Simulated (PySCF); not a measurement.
**C₄H₆BN: NMR shifts at several levels of theory**

How much do the NMR shifts of C₄H₆BN (`Bn1cccc1`) depend on the level of theory, and what does each level cost?

The runs use PySCF 2.14.0, with density-fitted response routines of our own; the level of theory stands in each step. All values are computed, except where a source is named. Atoms count from 0, in the outputs and in this text.

## (1) Starting geometry

12 atoms, charge 0, multiplicity 1; geometry from: GFN2-xTB. The atoms were then displaced at random by about 0.01 Å, so the start is not that level's minimum.

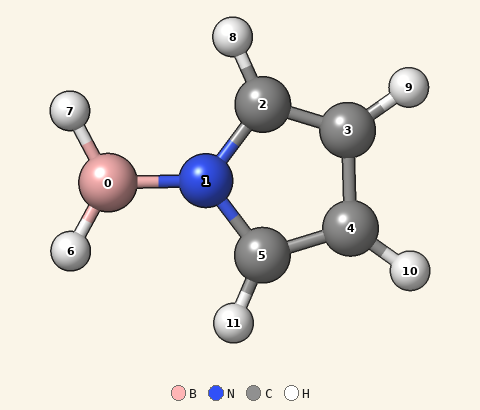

As it starts; boron pink, nitrogen blue, carbon grey, hydrogen white, atoms numbered.

## (2) Optimising the geometry at PBE0-D3(BJ)/def2-SVP

What the job is given:

```
{"job": {"xc": "PBE0", "basis": "def2-SVP", "d3": "d3bj", "grid": 1, "shake": 0.01, "kind": "geom"}, "charge": 0, "multiplicity": 1}
B      2.029350    -0.186400     0.128200
N      0.603310    -0.054030     0.033260
C     -0.135200     1.106270    -0.190650
C     -1.405990     0.824560    -0.206700
C     -1.568240    -0.588460    -0.000070
C     -0.315160    -1.070580     0.147590
H      2.490400    -1.215670     0.310510
H      2.674220     0.809080     0.003570
H      0.386080     2.052840    -0.285550
H     -2.248770     1.510810    -0.340880
H     -2.493010    -1.136540     0.060460
H      0.022690    -2.080170     0.331220
```

Command:

```sh
> OMP_NUM_THREADS=1 python probes_run.py task.json out
```

One launch serves the whole session: the jobs run in the order shown.

Standard output:

```text
step   0  E = -235.18780698  max force = 0.081837
step   1  E = -235.19500735  max force = 0.016600
step   2  E = -235.19527115  max force = 0.003762
step   3  E = -235.19514556  max force = 0.005819
step   4  E = -235.19532320  max force = 0.002135
step   5  E = -235.19527412  max force = 0.004347
step   6  E = -235.19532641  max force = 0.001378
step   7  E = -235.19533504  max force = 0.000428
optimisation converged
```

Wall time 30 s (1 thread of Arm Neoverse V2, shared host); peak memory 0.47 GiB.

Step by step: (the energy doesn't fall at every step)

```
step  energy from step 0 (eV)  largest force component (eV/Å)
   0                   0.0000                          4.2082
   1                  -0.1959                          0.8536
   2                  -0.2031                          0.1934
   3                  -0.1997                          0.2992
   4                  -0.2045                          0.1098
   5                  -0.2032                          0.2235
   6                  -0.2046                          0.0709
   7                  -0.2048                          0.0220
```

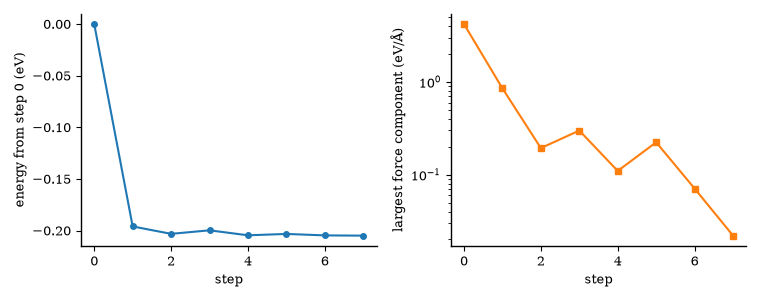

Energy and force, step by step.

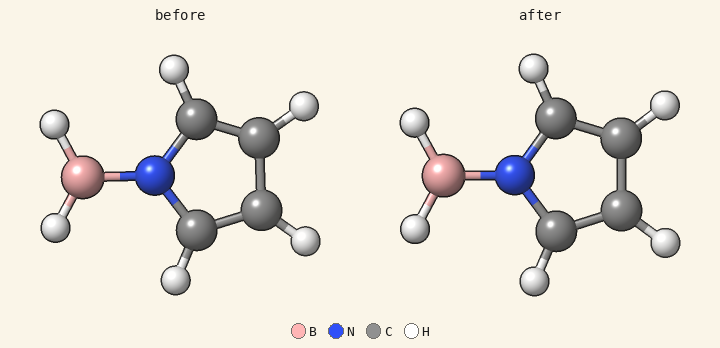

Before and after, at one scale.

Distances of close pairs at the start and the end, largest changes first:

```
  bond  before (Å)  after (Å)  change (Å)
 B0–H6       1.142      1.205      +0.062
 C2–C3       1.302      1.363      +0.062
 N1–C5       1.375      1.393      +0.018
 B0–N1       1.435      1.419      -0.017
 C4–C5       1.351      1.363      +0.013
 B0–H7       1.193      1.205      +0.012
C4–H10       1.077      1.089      +0.012
C5–H11       1.080      1.087      +0.007
```

The next job starts from the end point, and lists it.

```
                         at the end point                value
  point group (found at 0.08 Å tolerance)                  C2v
rotational constants (GHz, main isotopes)  8.744, 3.864, 2.680
                        dipole moment (D)                 0.35
```

## (3) Shielding tensors: HF/pcSseg-2

What the job is given:

```
{"job": {"kind": "nmr", "xc": "HF", "basis": "pcSseg-2", "pop": false}, "charge": 0, "multiplicity": 1}
B      2.186255    -0.345617     0.213515
N      0.773808    -0.235670     0.139416
C      0.047829     0.932694    -0.078944
C     -1.282368     0.633491    -0.087691
C     -1.402125    -0.782518     0.134124
C     -0.139745    -1.279633     0.267060
H      2.668781    -1.432709     0.406146
H      2.846974     0.653155     0.079579
H      0.567578     1.879062    -0.208804
H     -2.097372     1.339273    -0.237139
H     -2.325413    -1.356818     0.184745
H      0.213913    -2.292739     0.443665
```

With the program's defaults for keys left out, this is: GIAO HF/pcSseg-2 NMR shielding, non-relativistic, gas phase.

Standard output:

```text
final grid: 99264 points
cycle   1  E = -234.1044820438  dE =  1.621e+00  |g| = 4.380e-01  |ddm| = 2.580e+00
cycle   2  E = -234.1696457458  dE = -6.516e-02  |g| = 1.647e-01  |ddm| = 5.160e-01
cycle   3  E = -234.1758981656  dE = -6.252e-03  |g| = 9.146e-02  |ddm| = 2.363e-01
cycle   4  E = -234.1781468378  dE = -2.249e-03  |g| = 1.160e-02  |ddm| = 8.768e-02
cycle   5  E = -234.1781942646  dE = -4.743e-05  |g| = 3.223e-03  |ddm| = 1.371e-02
cycle   6  E = -234.1782013346  dE = -7.070e-06  |g| = 1.618e-03  |ddm| = 5.123e-03
cycle   7  E = -234.1782032610  dE = -1.926e-06  |g| = 5.530e-04  |ddm| = 2.986e-03
cycle   8  E = -234.1782036569  dE = -3.960e-07  |g| = 1.483e-04  |ddm| = 1.585e-03
cycle   9  E = -234.1782036783  dE = -2.136e-08  |g| = 5.164e-05  |ddm| = 3.623e-04
cycle  10  E = -234.1782036798  dE = -1.462e-09  |g| = 1.463e-05  |ddm| = 9.523e-05
cycle  11  E = -234.1782036799  dE = -1.670e-10  |g| = 4.178e-06  |ddm| = 3.091e-05
converged SCF energy = -234.1782036799

GIAO shielding tensors (ppm)
atom      isotropic    diamagn.    paramagn.     s11        s22        s33       span
  0 B       67.350     193.000    -125.650     31.076     54.153    116.821     85.746
  1 N       50.959     328.345    -277.386    -75.227     10.026    218.077    293.304
  2 C       51.815     253.363    -201.547    -51.418     70.931    135.933    187.351
  3 C       68.266     252.442    -184.176    -31.382     69.585    166.595    197.977
  4 C       68.267     252.296    -184.029    -31.374     69.556    166.619    197.993
  5 C       51.771     253.269    -201.498    -51.455     70.972    135.795    187.250
  6 H       26.303      29.469      -3.166     24.850     25.532     28.528      3.678
  7 H       26.307      29.954      -3.647     24.851     25.536     28.533      3.682
  8 H       24.348      32.055      -7.707     21.278     24.944     26.820      5.542
  9 H       24.992      31.802      -6.810     22.470     25.518     26.987      4.517
 10 H       24.995      31.307      -6.312     22.471     25.521     26.992      4.522
 11 H       24.346      31.173      -6.826     21.278     24.943     26.818      5.540
```

Run time: 18 s. Hardware: 1 thread of Arm Neoverse V2, shared host; peak memory 1.1 GiB.

Shifts follow as δ = σ(reference) − σ, with reference shieldings (ppm) from runs at the same level and on the same kind of geometry: ¹H TMS 31.68, ¹³C TMS 191.5, ¹⁵N NH3 260.7, ¹¹B BF3·OEt2 114.5. The references are single molecules in the gas phase, so shifts against H2O, NH3, PH3, H3PO4 or CFCl3 are not on the usual liquid scales and can be off by tens of ppm. Atoms listed in one row are averaged.

```
  atoms                                         environment  σ (ppm)  δ (ppm)
 C2, C5                 aromatic CH next to a ring nitrogen     51.8    139.7
 C3, C4                                         aromatic CH     68.3    123.2
H8, H11  hydrogen on an aromatic CH next to a ring nitrogen    24.35     7.33
H9, H10                          hydrogen on an aromatic CH    24.99     6.69
 H6, H7                     hydrogen on a boron bonded to N    26.30     5.38
     B0                              boron bonded to N, 2 H     67.4     47.2
     N1                          pyrrole-type ring nitrogen     51.0    209.8
```

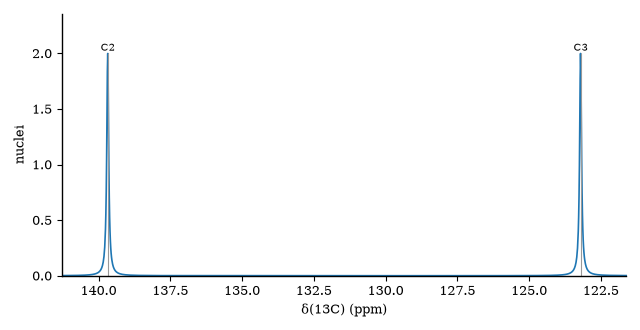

¹³C lines at the computed shifts, without couplings. Lines are broadened to a width of 0.08 ppm (Lorentzian).

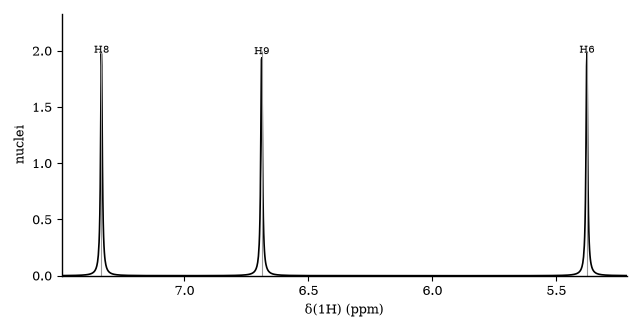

¹H lines at the computed shifts, without couplings. Lines are broadened to a width of 0.01 ppm (Lorentzian).

Ring of atoms N1, C2, C3, C4, C5: NICS(0) -10.9, NICS(1) -8.8, NICS(1)zz -27.2 ppm (means of both faces).

## (4) Nuclear shieldings: LDA/pcSseg-2

Same as in step 3 but for these lines:

```diff
@@ -1,2 +1,2 @@
-{"job": {"kind": "nmr", "xc": "HF", "basis": "pcSseg-2", "pop": false}, "charge": 0, "multiplicity": 1}
+{"job": {"kind": "nmr", "xc": "LDA", "basis": "pcSseg-2", "pop": false}, "charge": 0, "multiplicity": 1}
 B      2.186255    -0.345617     0.213515
```

Level: GIAO LDA/pcSseg-2 NMR shielding, non-relativistic, gas phase.

Standard output:

```text
coarse grid: 10216 points
cycle   1  E = -233.4936750601  dE =  6.547e-01  |g| = 4.990e-01  |ddm| = 3.057e+00
cycle   2  E = -233.3603671170  dE =  1.333e-01  |g| = 8.467e-01  |ddm| = 1.087e+00
cycle   3  E = -233.5468400666  dE = -1.865e-01  |g| = 2.234e-01  |ddm| = 8.076e-01
cycle   4  E = -233.5610924419  dE = -1.425e-02  |g| = 7.127e-02  |ddm| = 2.327e-01
cycle   5  E = -233.5621631868  dE = -1.071e-03  |g| = 3.527e-02  |ddm| = 7.602e-02
cycle   6  E = -233.5624419460  dE = -2.788e-04  |g| = 7.693e-03  |ddm| = 2.763e-02
cycle   7  E = -233.5624515300  dE = -9.584e-06  |g| = 3.062e-03  |ddm| = 5.097e-03
final grid: 99264 points
cycle   8  E = -233.5662830235  dE = -9.990e-05  |g| = 5.633e-03  |ddm| = 7.684e-02
cycle   9  E = -233.5662672183  dE =  1.581e-05  |g| = 9.785e-03  |ddm| = 1.020e-02
cycle  10  E = -233.5662905046  dE = -2.329e-05  |g| = 7.300e-04  |ddm| = 6.931e-03
cycle  11  E = -233.5662905105  dE = -5.925e-09  |g| = 7.108e-04  |ddm| = 9.886e-04
cycle  12  E = -233.5662906468  dE = -1.363e-07  |g| = 6.607e-05  |ddm| = 5.539e-04
cycle  13  E = -233.5662906479  dE = -1.061e-09  |g| = 2.112e-05  |ddm| = 9.010e-05
cycle  14  E = -233.5662906480  dE = -9.015e-11  |g| = 1.194e-05  |ddm| = 2.598e-05
converged SCF energy = -233.5662906480

GIAO shielding tensors (ppm)
atom      isotropic    diamagn.    paramagn.     s11        s22        s33       span
  0 B       39.170     194.308    -155.138    -16.397     28.597    105.309    121.707
  1 N        3.798     321.644    -317.846   -131.644    -42.391    185.428    317.072
  2 C       38.551     256.001    -217.450    -48.348     53.154    110.848    159.196
  3 C       49.728     252.461    -202.733    -42.364     43.639    147.908    190.272
  4 C       49.752     252.341    -202.589    -42.329     43.640    147.945    190.274
  5 C       38.474     255.903    -217.430    -48.426     53.191    110.656    159.082
  6 H       24.790      29.279      -4.488     22.865     24.311     27.195      4.330
  7 H       24.794      29.548      -4.754     22.879     24.311     27.194      4.315
  8 H       23.680      31.567      -7.887     21.488     23.699     25.852      4.364
  9 H       23.983      31.264      -7.281     22.331     23.874     25.744      3.414
 10 H       23.986      30.970      -6.984     22.331     23.882     25.746      3.415
 11 H       23.678      30.968      -7.289     21.488     23.695     25.852      4.365
```

Wall time 36 s (1 thread of Arm Neoverse V2, shared host); peak memory 1 GiB.

In short: δ C2 141.8, C3 130.5, B0 51.8, N1 262.9, H8 7.09, H9 6.79 ppm (means over like atoms).

## (5) Nuclear shieldings: PBE/pcSseg-2

Same as in step 4 but for these lines:

```diff
@@ -1,2 +1,2 @@
-{"job": {"kind": "nmr", "xc": "LDA", "basis": "pcSseg-2", "pop": false}, "charge": 0, "multiplicity": 1}
+{"job": {"kind": "nmr", "xc": "PBE", "basis": "pcSseg-2", "pop": false}, "charge": 0, "multiplicity": 1}
 B      2.186255    -0.345617     0.213515
```

With the program's defaults for keys left out, this is: GIAO PBE/pcSseg-2 NMR shielding, non-relativistic, gas phase.

Standard output:

```text
coarse grid: 10216 points
cycle   1  E = -235.3410659332  dE =  6.722e-01  |g| = 4.749e-01  |ddm| = 2.459e+00
cycle   2  E = -235.2237420660  dE =  1.173e-01  |g| = 7.972e-01  |ddm| = 9.822e-01
cycle   3  E = -235.3905378016  dE = -1.668e-01  |g| = 2.110e-01  |ddm| = 7.127e-01
cycle   4  E = -235.4031591428  dE = -1.262e-02  |g| = 6.836e-02  |ddm| = 2.140e-01
cycle   5  E = -235.4041733459  dE = -1.014e-03  |g| = 3.175e-02  |ddm| = 6.654e-02
cycle   6  E = -235.4043969449  dE = -2.236e-04  |g| = 7.207e-03  |ddm| = 2.278e-02
cycle   7  E = -235.4044055946  dE = -8.650e-06  |g| = 2.841e-03  |ddm| = 4.613e-03
final grid: 99264 points
cycle   8  E = -235.4158814275  dE = -1.377e-04  |g| = 1.125e-02  |ddm| = 7.634e-02
cycle   9  E = -235.4158214425  dE =  5.999e-05  |g| = 1.864e-02  |ddm| = 2.181e-02
cycle  10  E = -235.4159135526  dE = -9.211e-05  |g| = 2.236e-03  |ddm| = 1.406e-02
cycle  11  E = -235.4159147642  dE = -1.212e-06  |g| = 7.808e-04  |ddm| = 2.355e-03
cycle  12  E = -235.4159148900  dE = -1.258e-07  |g| = 3.164e-04  |ddm| = 6.922e-04
cycle  13  E = -235.4159149131  dE = -2.318e-08  |g| = 1.219e-04  |ddm| = 2.661e-04
cycle  14  E = -235.4159149161  dE = -3.013e-09  |g| = 3.930e-05  |ddm| = 9.088e-05
cycle  15  E = -235.4159149166  dE = -4.129e-10  |g| = 4.193e-06  |ddm| = 3.480e-05
converged SCF energy = -235.4159149166

GIAO shielding tensors (ppm)
atom      isotropic    diamagn.    paramagn.     s11        s22        s33       span
  0 B       45.766     194.290    -148.524     -2.850     34.436    105.713    108.563
  1 N       12.446     320.009    -307.564   -118.175    -31.216    186.729    304.904
  2 C       43.342     256.764    -213.423    -41.023     57.594    113.454    154.477
  3 C       54.453     254.509    -200.056    -34.535     49.905    147.989    182.524
  4 C       54.472     254.366    -199.893    -34.506     49.901    148.022    182.527
  5 C       43.267     256.603    -213.336    -41.105     57.628    113.279    154.384
  6 H       25.414      29.614      -4.200     23.745     24.808     27.688      3.943
  7 H       25.417      29.947      -4.530     23.757     24.808     27.687      3.930
  8 H       24.115      32.192      -8.076     21.961     24.211     26.174      4.213
  9 H       24.499      30.998      -6.499     22.870     24.467     26.158      3.287
 10 H       24.501      30.564      -6.062     22.870     24.475     26.160      3.289
 11 H       24.114      31.441      -7.327     21.961     24.207     26.175      4.214
```

Run time: 45 s. Hardware: 1 thread of Arm Neoverse V2, shared host; peak memory 0.94 GiB.

Key values: δ C2 136.1, C3 124.9, B0 46.9, N1 248.6, H8 7.06, H9 6.68 ppm (means over like atoms).

## (6) Shielding tensors: BLYP/pcSseg-2

Same as in step 5 but for these lines:

```diff
@@ -1,2 +1,2 @@
-{"job": {"kind": "nmr", "xc": "PBE", "basis": "pcSseg-2", "pop": false}, "charge": 0, "multiplicity": 1}
+{"job": {"kind": "nmr", "xc": "BLYP", "basis": "pcSseg-2", "pop": false}, "charge": 0, "multiplicity": 1}
 B      2.186255    -0.345617     0.213515
```

Level: GIAO BLYP/pcSseg-2 NMR shielding, non-relativistic, gas phase.

Standard output:

```text
coarse grid: 10216 points
cycle   1  E = -235.5445703868  dE =  6.595e-01  |g| = 4.991e-01  |ddm| = 2.405e+00
cycle   2  E = -235.4057225770  dE =  1.388e-01  |g| = 8.542e-01  |ddm| = 1.094e+00
cycle   3  E = -235.5997877992  dE = -1.941e-01  |g| = 2.114e-01  |ddm| = 7.849e-01
cycle   4  E = -235.6122436114  dE = -1.246e-02  |g| = 7.556e-02  |ddm| = 2.243e-01
cycle   5  E = -235.6134916831  dE = -1.248e-03  |g| = 3.677e-02  |ddm| = 7.504e-02
cycle   6  E = -235.6137896718  dE = -2.980e-04  |g| = 8.320e-03  |ddm| = 2.519e-02
cycle   7  E = -235.6138012441  dE = -1.157e-05  |g| = 3.203e-03  |ddm| = 5.247e-03
cycle   8  E = -235.6138036508  dE = -2.407e-06  |g| = 3.385e-04  |ddm| = 2.417e-03
final grid: 99264 points
cycle   9  E = -235.6329457383  dE = -1.251e-04  |g| = 8.489e-03  |ddm| = 8.197e-02
cycle  10  E = -235.6329033983  dE =  4.234e-05  |g| = 1.564e-02  |ddm| = 1.568e-02
cycle  11  E = -235.6329625256  dE = -5.913e-05  |g| = 2.037e-03  |ddm| = 1.026e-02
cycle  12  E = -235.6329633441  dE = -8.186e-07  |g| = 6.866e-04  |ddm| = 1.814e-03
cycle  13  E = -235.6329634152  dE = -7.109e-08  |g| = 3.726e-04  |ddm| = 6.348e-04
cycle  14  E = -235.6329634546  dE = -3.938e-08  |g| = 1.076e-04  |ddm| = 3.585e-04
cycle  15  E = -235.6329634573  dE = -2.738e-09  |g| = 3.172e-05  |ddm| = 8.856e-05
cycle  16  E = -235.6329634576  dE = -2.515e-10  |g| = 5.558e-06  |ddm| = 2.789e-05
converged SCF energy = -235.6329634576

GIAO shielding tensors (ppm)
atom      isotropic    diamagn.    paramagn.     s11        s22        s33       span
  0 B       44.857     192.574    -147.717     -1.513     33.115    102.968    104.480
  1 N        7.148     318.271    -311.123   -124.246    -37.785    183.476    307.722
  2 C       38.803     254.164    -215.362    -46.742     53.787    109.363    156.105
  3 C       50.135     252.207    -202.072    -40.223     46.742    143.886    184.109
  4 C       50.154     252.029    -201.876    -40.194     46.737    143.919    184.113
  5 C       38.727     253.870    -215.142    -46.828     53.822    109.188    156.017
  6 H       25.767      29.853      -4.086     24.127     25.127     28.046      3.920
  7 H       25.770      30.125      -4.355     24.138     25.127     28.046      3.908
  8 H       24.348      32.307      -7.959     22.302     24.351     26.390      4.088
  9 H       24.760      31.365      -6.606     23.236     24.612     26.430      3.195
 10 H       24.762      30.991      -6.228     23.235     24.620     26.432      3.197
 11 H       24.347      31.652      -7.305     22.302     24.346     26.392      4.090
```

Wall time 46 s (1 thread of Arm Neoverse V2, shared host); peak memory 0.94 GiB.

Key values: δ C2 136.2, C3 124.9, B0 46.3, N1 250.4, H8 7.03, H9 6.62 ppm (means over like atoms).

## (7) Nuclear shieldings: BP86/pcSseg-2

Same as in step 6 but for these lines:

```diff
@@ -1,2 +1,2 @@
-{"job": {"kind": "nmr", "xc": "BLYP", "basis": "pcSseg-2", "pop": false}, "charge": 0, "multiplicity": 1}
+{"job": {"kind": "nmr", "xc": "BP86", "basis": "pcSseg-2", "pop": false}, "charge": 0, "multiplicity": 1}
 B      2.186255    -0.345617     0.213515
```

Level: GIAO BP86/pcSseg-2 NMR shielding, non-relativistic, gas phase.

Standard output:

```text
coarse grid: 10216 points
cycle   1  E = -235.6513326535  dE =  6.720e-01  |g| = 4.690e-01  |ddm| = 2.428e+00
cycle   2  E = -235.5401020726  dE =  1.112e-01  |g| = 7.816e-01  |ddm| = 1.059e+00
cycle   3  E = -235.6990275051  dE = -1.589e-01  |g| = 2.085e-01  |ddm| = 7.563e-01
cycle   4  E = -235.7113518273  dE = -1.232e-02  |g| = 6.820e-02  |ddm| = 2.095e-01
cycle   5  E = -235.7123775096  dE = -1.026e-03  |g| = 3.070e-02  |ddm| = 6.549e-02
cycle   6  E = -235.7125836875  dE = -2.062e-04  |g| = 7.008e-03  |ddm| = 2.275e-02
cycle   7  E = -235.7125919828  dE = -8.295e-06  |g| = 2.726e-03  |ddm| = 4.744e-03
final grid: 99264 points
cycle   8  E = -235.7241691776  dE = -1.292e-04  |g| = 6.111e-03  |ddm| = 7.990e-02
cycle   9  E = -235.7241542746  dE =  1.490e-05  |g| = 9.642e-03  |ddm| = 1.117e-02
cycle  10  E = -235.7241782433  dE = -2.397e-05  |g| = 8.685e-04  |ddm| = 7.034e-03
cycle  11  E = -235.7241784436  dE = -2.003e-07  |g| = 3.939e-04  |ddm| = 1.260e-03
cycle  12  E = -235.7241784779  dE = -3.431e-08  |g| = 1.971e-04  |ddm| = 4.128e-04
cycle  13  E = -235.7241784876  dE = -9.667e-09  |g| = 5.910e-05  |ddm| = 1.788e-04
cycle  14  E = -235.7241784883  dE = -6.588e-10  |g| = 2.811e-05  |ddm| = 4.555e-05
converged SCF energy = -235.7241784883

GIAO shielding tensors (ppm)
atom      isotropic    diamagn.    paramagn.     s11        s22        s33       span
  0 B       47.066     194.327    -147.261     -0.387     35.782    105.803    106.190
  1 N       13.031     320.175    -307.144   -116.851    -30.930    186.874    303.726
  2 C       43.431     256.005    -212.574    -40.636     57.506    113.424    154.060
  3 C       54.498     252.803    -198.304    -34.168     49.795    147.868    182.036
  4 C       54.517     252.620    -198.102    -34.140     49.791    147.901    182.041
  5 C       43.357     255.760    -212.403    -40.717     57.540    113.248    153.965
  6 H       25.508      29.578      -4.071     23.887     24.873     27.764      3.876
  7 H       25.512      29.932      -4.420     23.899     24.873     27.763      3.864
  8 H       24.186      32.049      -7.863     22.026     24.314     26.217      4.191
  9 H       24.574      31.280      -6.706     22.950     24.563     26.208      3.258
 10 H       24.576      30.883      -6.307     22.949     24.570     26.210      3.261
 11 H       24.185      31.304      -7.119     22.026     24.310     26.218      4.192
```

It took 42 s on 1 thread of Arm Neoverse V2, shared host; peak memory 0.94 GiB.

Key values: δ C2 135.8, C3 124.7, B0 46.3, N1 246.2, H8 7.05, H9 6.66 ppm (means over like atoms).

[end of part 1 of 2]
